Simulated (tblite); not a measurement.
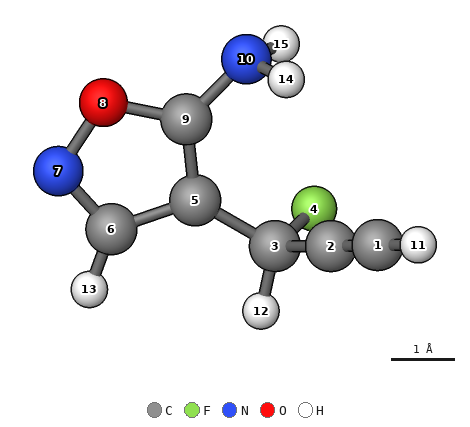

*The structure as given in the input (ball-and-stick view, seen at a tilt; atoms are numbered from 1 in the order of the input).*

## Saddle-point search of C₆H₅FN₂O

System: C₆H₅FN₂O.
Method: GFN2-xTB saddle search (eigenvector following) and harmonic vibrations, gas phase (tblite 0.8.0).

Output
```
step      E/eV     max force
  0    -813.83342   0.4581
  1    -813.85776   0.1136
  2    -813.85904   0.0513
  3    -813.85942   0.1289
  4    -813.85961   0.0211
  5    -813.85980   0.0694
  6    -813.85984   0.0036
lowest wavenumbers (cm-1): -369.2 19.4 86.0 128.2 181.4 232.1
```

Trajectory as extended XYZ (Å, eV, eV/Å), 7 frames, from step=0 to step=6
```
15
Properties=species:S:1:pos:R:3:forces:R:3 step=0 energy=-813.83342
C     2.4771   -0.2692    1.4736   -0.0030   0.0210   0.0660
C     1.9007   -0.1155    0.4368    0.0200  -0.0010  -0.0650
C     1.1947    0.0924   -0.8171   -0.0270  -0.1500  -0.0650
F     1.3377    1.4116   -1.2287    0.0010   0.1240   0.0360
C    -0.2568   -0.2365   -0.6694   -0.0420  -0.2980  -0.3170
C    -1.0415   -1.1336   -1.4329    0.0620  -0.0570  -0.0820
N    -2.2752   -1.1456   -1.0196    0.1150   0.1700   0.1570
O    -2.3647   -0.2727    0.0085    0.3110   0.2690   0.2020
C    -1.1523    0.2844    0.2323   -0.1550  -0.2470  -0.2620
N    -0.9706    1.2200    1.2400   -0.2200   0.1910   0.3180
H     2.9863   -0.4148    2.3792    0.0040  -0.0070   0.0100
H     1.6443   -0.5203   -1.6127    0.0020   0.0080   0.0320
H    -0.7389   -1.7555   -2.2510    0.0080  -0.0090  -0.0130
H    -0.2741    0.9107    1.9109   -0.0240  -0.0080  -0.0110
H    -0.6732    2.1162    0.8675   -0.0530  -0.0060  -0.0070
15
Properties=species:S:1:pos:R:3:forces:R:3 step=1 energy=-813.85776
C     2.4667   -0.3214    1.4591   -0.0210   0.0040  -0.0480
C     1.9248   -0.1605    0.4037    0.0120   0.0120   0.0060
C     1.2090    0.1033   -0.8364    0.0320   0.0260  -0.0200
F     1.3228    1.4602   -1.1534   -0.0020  -0.1110   0.0240
C    -0.2364   -0.2487   -0.6837   -0.0020   0.0030  -0.0310
C    -1.0271   -1.1656   -1.4112   -0.0040   0.0070   0.0070
N    -2.2545   -1.1637   -0.9730    0.0230   0.0120   0.0140
O    -2.3282   -0.2644    0.0306   -0.0070  -0.0250  -0.0090
C    -1.1262    0.2940    0.2198    0.0080   0.0300   0.0180
N    -1.0064    1.2600    1.2195    0.0400  -0.0310   0.0240
H     2.9691   -0.4932    2.3646   -0.0070  -0.0030  -0.0100
H     1.6633   -0.4473   -1.6740   -0.0280   0.0520   0.0620
H    -0.7380   -1.8099   -2.2173    0.0000   0.0080   0.0110
H    -0.3393    0.9779    1.9325   -0.0450   0.0170  -0.0530
H    -0.7062    2.1507    0.8366   -0.0010  -0.0020   0.0040
15
Properties=species:S:1:pos:R:3:forces:R:3 step=2 energy=-813.85904
C     2.4807   -0.3799    1.4406   -0.0090   0.0040  -0.0120
C     1.9301   -0.1722    0.3980    0.0120  -0.0040   0.0060
C     1.2074    0.1276   -0.8303    0.0240   0.0020   0.0120
F     1.3165    1.4896   -1.1115   -0.0030  -0.0440   0.0190
C    -0.2354   -0.2357   -0.6797   -0.0140  -0.0060  -0.0080
C    -1.0089   -1.1822   -1.3879    0.0210   0.0150   0.0080
N    -2.2358   -1.1950   -0.9494    0.0150   0.0250   0.0230
O    -2.3264   -0.2775    0.0357    0.0130   0.0120   0.0120
C    -1.1341    0.3084    0.2144   -0.0180   0.0050   0.0020
N    -1.0313    1.2949    1.1964   -0.0060  -0.0370  -0.0340
H     2.9869   -0.5878    2.3376   -0.0240   0.0110  -0.0440
H     1.6589   -0.3989   -1.6827   -0.0070   0.0190   0.0200
H    -0.7074   -1.8373   -2.1804    0.0020   0.0070   0.0070
H    -0.3657    1.0339    1.9166   -0.0070   0.0050  -0.0060
H    -0.7422    2.1835    0.8001    0.0010  -0.0130  -0.0020
15
Properties=species:S:1:pos:R:3:forces:R:3 step=3 energy=-813.85942
C     2.5010   -0.4360    1.4231   -0.0160   0.0070  -0.0300
C     1.9405   -0.2015    0.3917   -0.0080   0.0280  -0.0410
C     1.2057    0.1442   -0.8184    0.0510   0.0280  -0.0120
F     1.3028    1.5208   -1.0410    0.0010  -0.1270   0.0220
C    -0.2341   -0.2321   -0.6704    0.0110   0.0180  -0.0010
C    -0.9925   -1.2000   -1.3640    0.0070   0.0070   0.0050
N    -2.2219   -1.2165   -0.9321   -0.0060   0.0120   0.0170
O    -2.3283   -0.2804    0.0342   -0.0060  -0.0190  -0.0170
C    -1.1439    0.3202    0.2076    0.0210   0.0100   0.0010
N    -1.0571    1.3271    1.1694    0.0070  -0.0090  -0.0130
H     3.0165   -0.6690    2.3074   -0.0110  -0.0010  -0.0150
H     1.6536   -0.3430   -1.6984   -0.0330   0.0540   0.0810
H    -0.6790   -1.8674   -2.1419   -0.0050   0.0110   0.0140
H    -0.3870    1.0924    1.8948   -0.0100   0.0060  -0.0180
H    -0.7829    2.2128    0.7554   -0.0040  -0.0240   0.0050
15
Properties=species:S:1:pos:R:3:forces:R:3 step=4 energy=-813.85961
C     2.4902   -0.4023    1.4318    0.0020  -0.0010   0.0080
C     1.9351   -0.1835    0.3946    0.0010  -0.0050   0.0020
C     1.2073    0.1333   -0.8245   -0.0060  -0.0050   0.0040
F     1.3144    1.4975   -1.0850   -0.0010   0.0210   0.0020
C    -0.2348   -0.2328   -0.6750   -0.0010  -0.0010   0.0020
C    -1.0013   -1.1873   -1.3778   -0.0020  -0.0020   0.0000
N    -2.2295   -1.2022   -0.9426   -0.0030  -0.0040  -0.0020
O    -2.3274   -0.2783    0.0351   -0.0020   0.0010   0.0000
C    -1.1388    0.3135    0.2119    0.0030   0.0050   0.0040
N    -1.0446    1.3069    1.1859    0.0010   0.0000  -0.0010
H     3.0010   -0.6206    2.3220    0.0010   0.0000   0.0020
H     1.6557   -0.3794   -1.6851    0.0060  -0.0070  -0.0170
H    -0.6941   -1.8463   -2.1645    0.0000  -0.0020  -0.0020
H    -0.3764    1.0583    1.9077    0.0010   0.0000   0.0010
H    -0.7637    2.1948    0.7829    0.0010   0.0010  -0.0030
15
Properties=species:S:1:pos:R:3:forces:R:3 step=5 energy=-813.85980
C     2.4909   -0.4321    1.4249   -0.0090   0.0020  -0.0240
C     1.9393   -0.1993    0.3885    0.0000   0.0110  -0.0060
C     1.2062    0.1458   -0.8211    0.0200   0.0170  -0.0160
F     1.3023    1.5210   -1.0410   -0.0010  -0.0690   0.0070
C    -0.2333   -0.2319   -0.6724    0.0030   0.0000  -0.0100
C    -0.9935   -1.2001   -1.3641    0.0030   0.0060   0.0040
N    -2.2217   -1.2181   -0.9287    0.0150   0.0120   0.0050
O    -2.3258   -0.2831    0.0382    0.0080   0.0040   0.0030
C    -1.1406    0.3185    0.2086   -0.0110  -0.0150  -0.0120
N    -1.0504    1.3239    1.1704   -0.0080   0.0100  -0.0080
H     3.0014   -0.6651    2.3118   -0.0020  -0.0020  -0.0060
H     1.6546   -0.3390   -1.7006   -0.0200   0.0300   0.0480
H    -0.6825   -1.8664   -2.1434    0.0010   0.0020   0.0040
H    -0.3767    1.0885    1.8913    0.0060   0.0010   0.0060
H    -0.7770    2.2089    0.7550   -0.0040  -0.0070   0.0040
15
Properties=species:S:1:pos:R:3:forces:R:3 step=6 energy=-813.85984
C     2.4900   -0.4141    1.4291    0.0000  -0.0010  -0.0010
C     1.9367   -0.1905    0.3919    0.0000   0.0000  -0.0010
C     1.2067    0.1383   -0.8232    0.0010   0.0010   0.0000
F     1.3087    1.5071   -1.0655    0.0000  -0.0030   0.0020
C    -0.2342   -0.2329   -0.6742    0.0000   0.0000   0.0000
C    -0.9984   -1.1928   -1.3724    0.0000   0.0000   0.0010
N    -2.2265   -1.2085   -0.9369    0.0010   0.0000   0.0010
O    -2.3266   -0.2801    0.0364    0.0000   0.0000   0.0000
C    -1.1393    0.3152    0.2105    0.0000   0.0000   0.0000
N    -1.0462    1.3137    1.1794    0.0000   0.0000  -0.0010
H     3.0004   -0.6378    2.3183    0.0000  -0.0010  -0.0010
H     1.6553   -0.3617   -1.6919   -0.0010   0.0020   0.0020
H    -0.6899   -1.8549   -2.1560    0.0000   0.0000   0.0010
H    -0.3755    1.0704    1.9008   -0.0010   0.0010  -0.0010
H    -0.7681    2.2002    0.7711   -0.0010   0.0000   0.0000
```

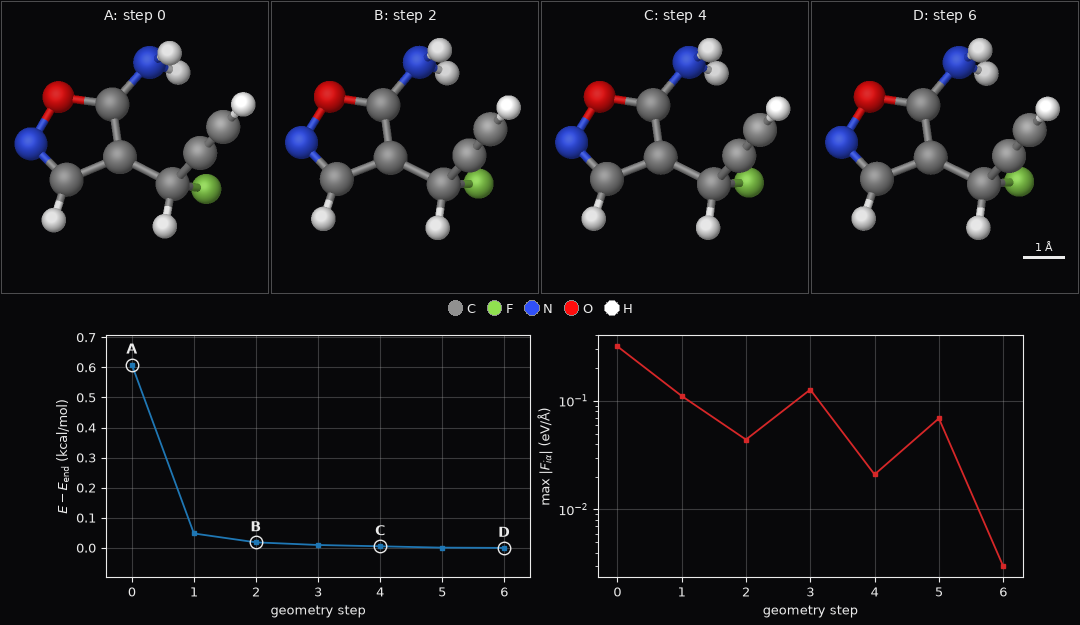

*Frames of the saddle-point search (ball-and-stick view, seen at a tilt) above the curves, on which the letters mark them (steps are counted from 0).*

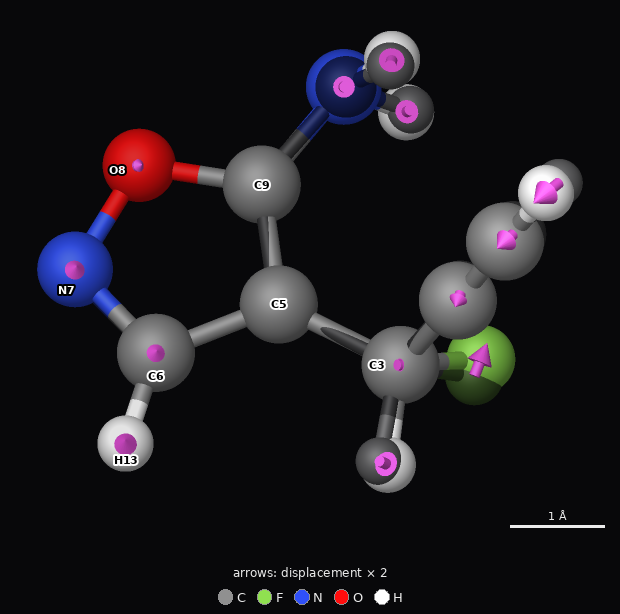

*Start (faint) and end (solid) with the displacements as pink arrows, magnified 2 times (ball-and-stick view, seen at a tilt). The two geometries are laid on each other by the best rigid fit.*

Over 6 geometry steps the energy falls by 0.61 kcal/mol. Largest force component: 0.32 eV/Å at the start, 0.003 eV/Å at the end. The largest move after the best rigid fit is that of H11, 0.23 Å. By element the largest moves are H 0.23 Å, F 0.19 Å, C 0.15 Å, N 0.13 Å, O 0.05 Å. Distances before and after: O8–C9 1.353 → 1.340 Å, C9–N10 1.387 → 1.394 Å, C5–C9 1.373 → 1.379 Å, C3–F4 1.389 → 1.394 Å. Among the angles that change: O8–C9–N10 121.0° → 117.9°, C5–C9–N10 130.3° → 133.3°, C1–C2–C3 179.1° → 176.3°. (Atoms are counted from 1 in the order of the input.)

This output came from the following input.

The input
```
{"job": {"xc": "GFN2-xTB", "basis": "xTB", "kind": "saddle"}, "charge": 0, "multiplicity": 1}
C      2.477150    -0.269177     1.473573
C      1.900651    -0.115522     0.436828
C      1.194742     0.092425    -0.817064
F      1.337678     1.411564    -1.228701
C     -0.256816    -0.236507    -0.669447
C     -1.041542    -1.133583    -1.432872
N     -2.275235    -1.145590    -1.019636
O     -2.364712    -0.272714     0.008528
C     -1.152336     0.284376     0.232331
N     -0.970624     1.219968     1.239966
H      2.986254    -0.414794     2.379219
H      1.644262    -0.520284    -1.612652
H     -0.738946    -1.755527    -2.251039
H     -0.274072     0.910663     1.910850
H     -0.673229     2.116157     0.867537
```

The first line tells a small driver script what to run in tblite; the rest is the geometry in Å.

Launch command:
```bash
OMP_NUM_THREADS=1 python <driver script> task.json out
```

Key numbers

```tsv
quantity	value
outcome	converged
total energy	−813.8598 eV
point group	C1
hardware	1 CPU thread, shared host
wall time	2.5 s
peak memory	0.2 GiB
```
